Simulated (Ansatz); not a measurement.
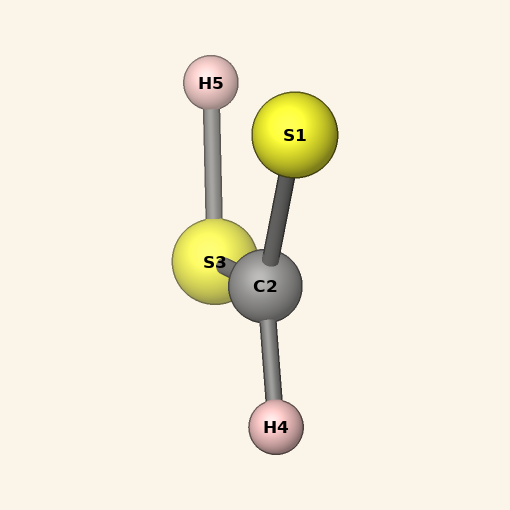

Source: calculation with Ansatz.

S3 lies behind C2. The molecule seen a little off the C2–S3 bond, C2 in front. Atoms fade into the background with distance from the viewer. Charge +1, doublet. Geometry: the geometry of the neutral molecule.

### What is the torsion angle S1–C2–S3–H5? The sign is positive where the front bond must turn clockwise to cover the back bond.

0°, synperiplanar (eclipsed).
